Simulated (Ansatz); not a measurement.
CH6BNOSi

```xyz
11

B    -1.2375   -0.0892    1.7853
Si   -0.0016   -0.9495    0.4522
C     0.6478    0.2747   -0.8749
N     1.9023    0.5050   -0.9821
O    -0.3741    0.8354   -1.5920
H    -1.4551   -0.6168    2.8601
H    -1.8337    0.9386    1.5269
H    -0.8747   -1.9714   -0.2493
H     1.1753   -1.6691    1.0460
H     2.1099    1.2064   -1.7224
H     0.0070    1.4790   -2.2294
```

The calculation used RKS PBE-D4/def2-SVP in Ansatz 0.2.0.

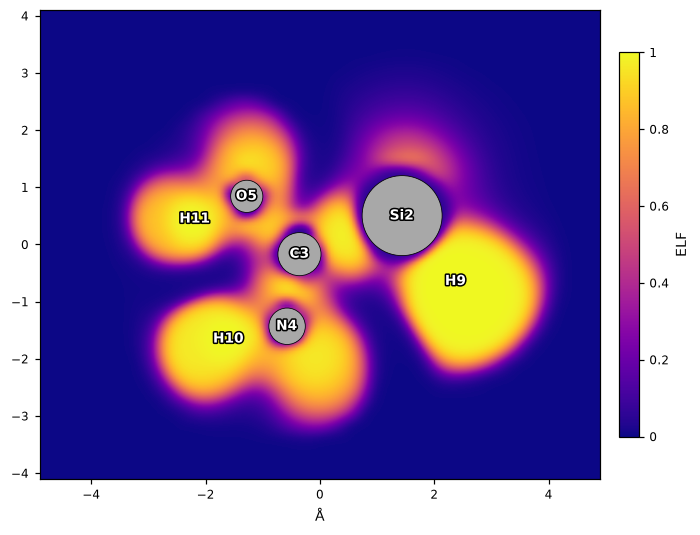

Figure 1. Electron localisation function on the plane of atoms C3, N4 and H10. Grey discs cover the atomic cores.

Interpret the plot.

Answer. Atoms in the plane: Si, C, N, O and H. C–N (1.28 Å): the ELF peaks at about 0.90 between the atoms, as expected for localised, covalent bonding. C–O (1.37 Å): the ELF peaks at about 0.85 between the atoms, as expected for a shared but strongly polarised pair. C–Si (1.92 Å): the ELF peaks at about 1 between the atoms; a covalent bond. O–H (0.98 Å): the ELF climbs to about 1 towards the hydrogen, as it does in any bond to H: an ordinary covalent bond to hydrogen. N–H (1.04 Å): the ELF climbs to about 1 towards the hydrogen (a covalent bond by its length). The ELF also peaks beside N4 and O5, away from the bonds: lone-pair regions.

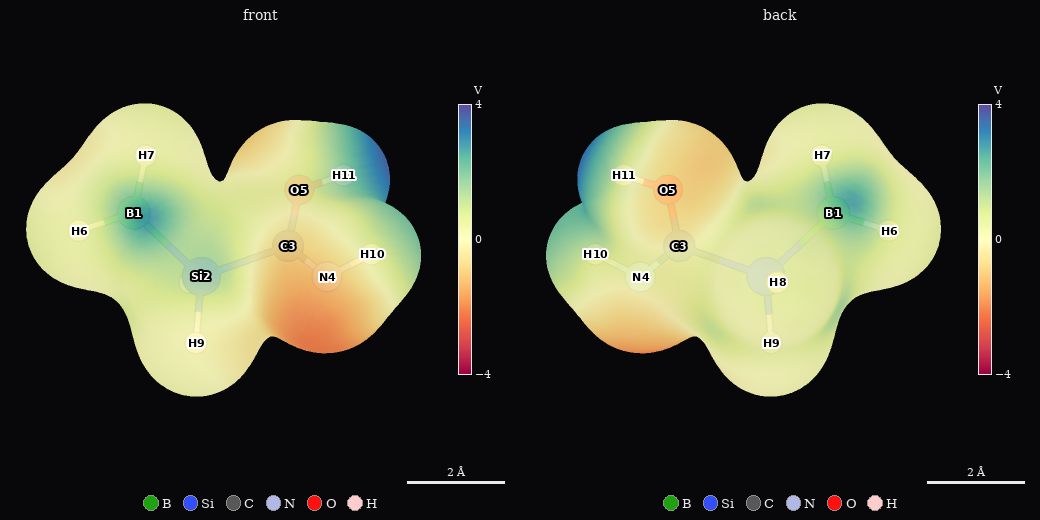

Figure 2. The molecular electrostatic potential painted on the density surface at 0.004 e/bohr³, seen from the front and from behind; red is negative and blue positive.

Which sites attract a positive test charge, and which a negative one?

Answer. A positive charge is drawn to the negative regions and a negative charge to the positive ones. The most negative region (about −2.1 V) lies over N4, the most positive (about +3.4 V) over H11. N4 is the likeliest acceptor of a hydrogen bond.

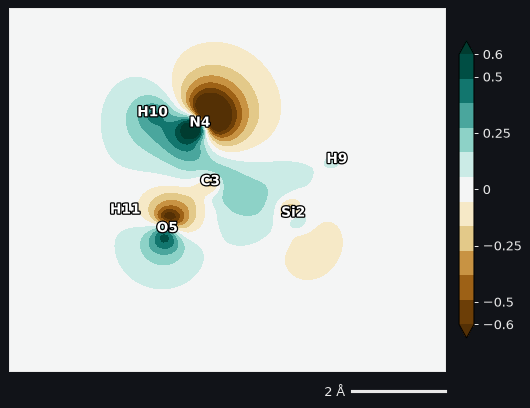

Figure 3. One frontier orbital on the plane of atoms C3, O5 and H11 (values in Å⁻³ᐟ²; the overall sign is arbitrary).

Which orbital is it: HOMO or LUMO?

Answer. The HOMO, at −6.16 eV. It lies mainly on N4 (about 65 %), C3 (about 10 %), O5 (about 10 %) and H10 (about 5 %).
